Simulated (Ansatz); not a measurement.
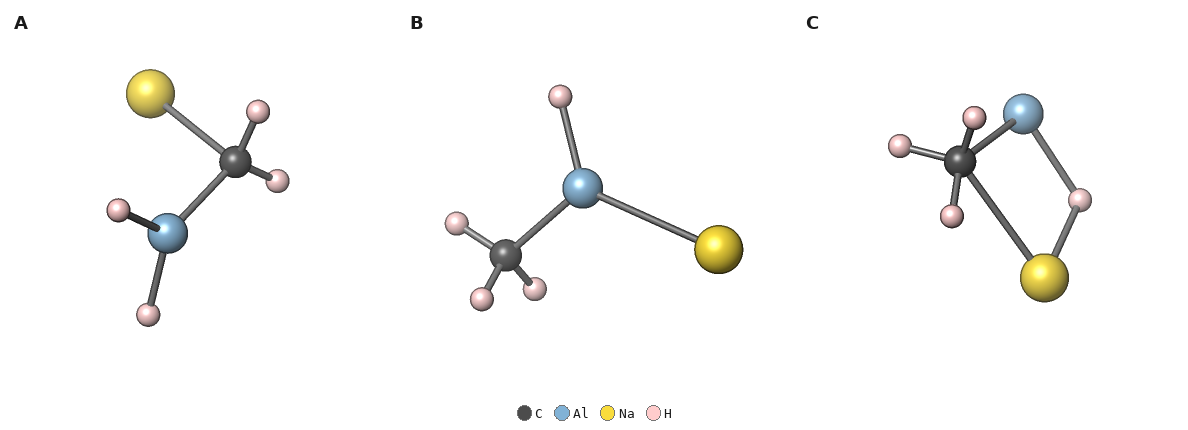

3 stationary structures of one formula. Geometries: PBE-D4/def2-SVP. Electronic energies: PBE-D4/def2-SVP (Ansatz 0.2.0), without zero-point energy. No frequency run is at hand to confirm each as a minimum. Each is one conformer, not always the lowest.

> Which is lowest in energy, and by how much?

B is lowest; A lies 0.266 eV above it (Cs), C lies 0.547 eV above it.
